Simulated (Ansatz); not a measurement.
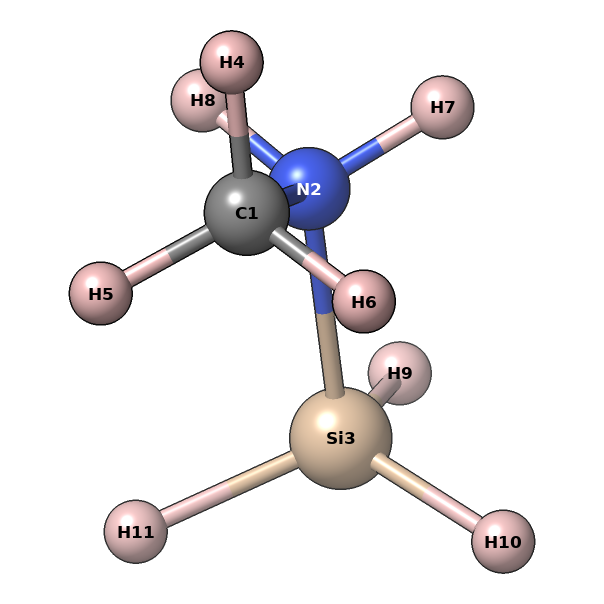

N2 lies behind C1. The molecule seen a little off the C1–N2 bond, C1 in front. Distant atoms are faded towards the background colour. The species has charge +1 and is a spin singlet. The geometry was computed by an optimisation with PBE0-D4/def2-TZVP. No frequency run is at hand to confirm it as a minimum.

> What is the torsion angle H4–C1–N2–Si3? The sign is positive where the front bond must turn clockwise to cover the back bond.

180°, antiperiplanar (anti). The bonds about C1–N2 are staggered.
